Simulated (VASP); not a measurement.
Band structure of Te (space group R-3m). All values below come from r2SCAN meta-GGA, VASP's PBE PAW potentials (set 64) (plane waves; VASP 6.6.1).

Unless said otherwise, spin-orbit coupling is left out, though it shifts the bands of the heavy elements here.

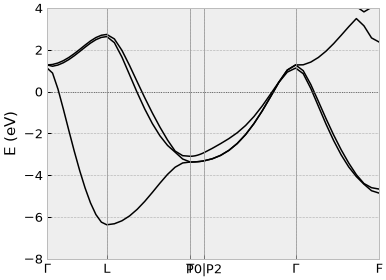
Figure. Bands along high-symmetry lines, zero at the valence-band maximum or, without a gap, the Fermi level

Read the plot: is there a gap, and where are the band edges?

It has no gap at this level: it comes out as a metal or semimetal.

The structure comes from a computed database's Te entry (R-3m); how it stands against other phases isn't given here. It was relaxed first.
